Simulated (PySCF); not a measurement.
SMILES C[SiH](C)C#C[SiH2]N, singlet at its GFN2-xTB optimised geometry (Å):

```
18

Si    -2.9090    -2.4499     3.9377
C     -4.0165    -1.1878     4.8319
C     -3.9437    -3.9323     3.3454
C     -2.1538    -1.6281     2.4563
C     -1.6807    -1.0873     1.4805
Si    -0.9086    -0.2674     0.0000
N      0.8172    -0.2674     0.0000
H     -1.8239    -2.9034     4.8281
H     -4.4821    -1.6227     5.7121
H     -4.8101    -0.8274     4.1830
H     -3.4419    -0.3251     5.1556
H     -4.4073    -4.4509     4.1802
H     -3.3272    -4.6505     2.8130
H     -4.7359    -3.6183     2.6713
H     -1.3012    -1.0161    -1.1955
H     -1.3012     1.1432     0.0000
H      1.3011     0.2954     0.6810
H      1.3012    -1.1432    -0.1157
```

Calculation: CAM-B3LYP/def2-SVP run with PySCF. Cells within 0.4 Å of a nucleus heavier than hydrogen are left out (blank, or x).

Map of the HOMO−1 amplitude (bohr^(-3/2)) on the plane z = 0.0 Å; orbital energy -8.98 eV, overall sign arbitrary:

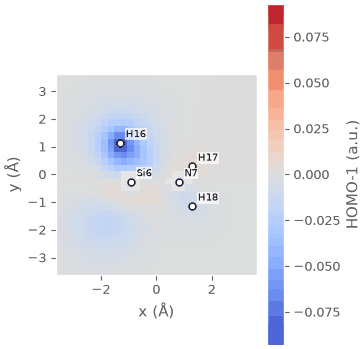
Figure. HOMO−1 amplitude (bohr^(-3/2)) on the plane z = 0.0 Å.
